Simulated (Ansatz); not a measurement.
Consider ZrCrC$_{5}$.

```cif
data_structure
_symmetry_space_group_name_H-M 'P 1'
_symmetry_Int_Tables_number 1
_cell_length_a 4.9894
_cell_length_b 5.3644
_cell_length_c 4.4475
_cell_angle_alpha 90.000
_cell_angle_beta 90.000
_cell_angle_gamma 90.000
_cell_volume 119.04
loop_
_atom_site_label
_atom_site_type_symbol
_atom_site_fract_x
_atom_site_fract_y
_atom_site_fract_z
_atom_site_occupancy
Zr1 Zr 0.00000 0.00000 0.90296 1
Zr2 Zr 0.50000 0.50000 0.90296 1
Cr1 Cr 0.00000 0.50000 0.69170 1
Cr2 Cr 0.50000 0.00000 0.69170 1
C1 C 0.00000 0.27061 0.33102 1
C2 C 0.50000 0.77061 0.33102 1
C3 C 0.00000 0.72939 0.33102 1
C4 C 0.50000 0.22939 0.33102 1
C5 C 0.00000 0.50000 0.11054 1
C6 C 0.50000 0.00000 0.11054 1
C7 C 0.25000 0.25000 0.50785 1
C8 C 0.75000 0.75000 0.50785 1
C9 C 0.25000 0.75000 0.50785 1
C10 C 0.75000 0.25000 0.50785 1
```

Space group Cmm2; a generated structure, not necessarily the stable one; changed on purpose from its base cell (volume × 0.94, shape and atoms relaxed); computed pressure about 17 GPa in this cell; computed without spin polarisation.

Method: DFT PBE, scalar-relativistic, plane waves, PAW (Ansatz).

### Predict the valence pseudo-density and electron localisation function between the atoms.

Cr–C (1.86 Å): the density is about 0.99 e/Å³ at the midpoint; the ELF peaks at about 0.85 in the valence shell of C, 0.6 Å from its nucleus, and is about 0.35 at the midpoint.
Zr–Cr (2.67 Å): the density is about 0.3 e/Å³ at the midpoint; the ELF is about 0.20 at the midpoint (no localised pair shows between them).

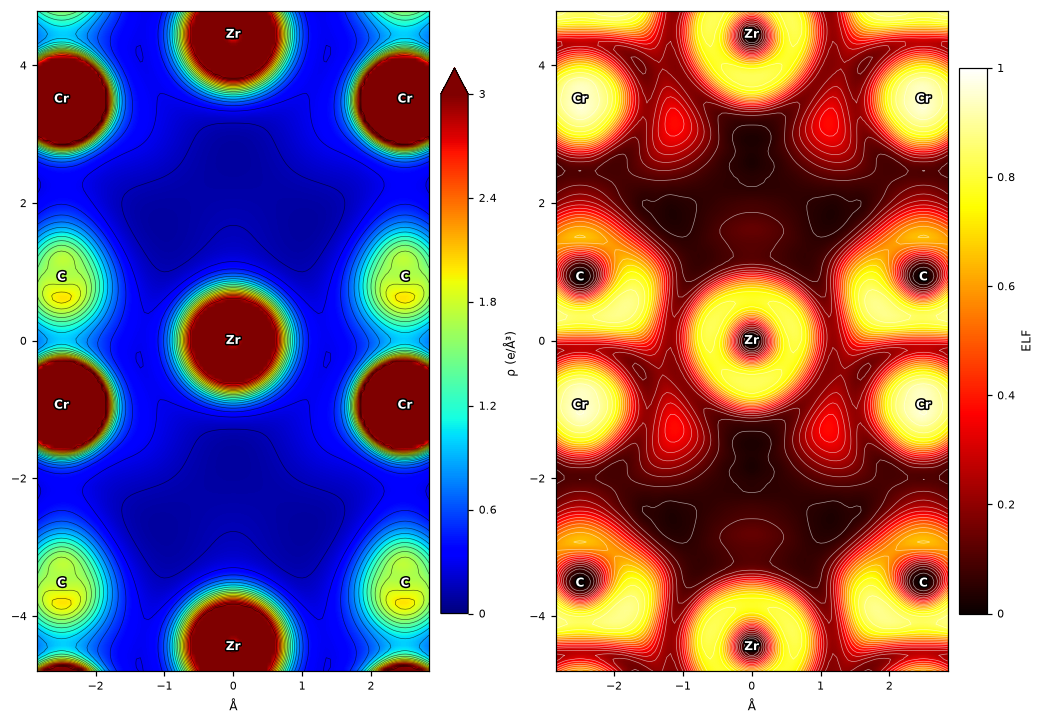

Computed valence pseudo-density and electron localisation function on the (010) plane of the conventional cell, in this order. 

The density is the valence pseudo-density of a PAW calculation; it isn't the true density close to the nuclei.
